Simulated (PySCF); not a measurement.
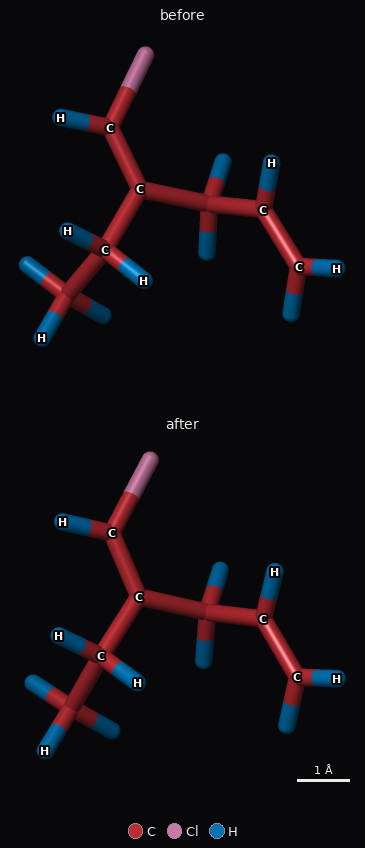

The structure of C7H11Cl before (top) and after (bottom) a relaxation, at one scale.

Style: stick. Shown face on.

The start comes from GFN2-xTB.

These are results of PBE0-D3(BJ)/def2-SVP geometry optimisation, gas phase in PySCF 2.14.0, density-fitted response routines, not measurements. 

### Describe what moved and what it gained.

After 8 geometry steps the energy has fallen by 1.57 kcal/mol. The atom that moves furthest after the best rigid fit is an H atom (0.25 Å). By element the largest moves are H 0.25 Å, Cl 0.18 Å, C 0.11 Å. Among the contacts that change: C–H 1.078 → 1.095 Å, C–C 1.319 → 1.334 Å, C–Cl 1.728 → 1.732 Å. Bond angles that change, for instance: C–C–C 111.4° → 113.7°.
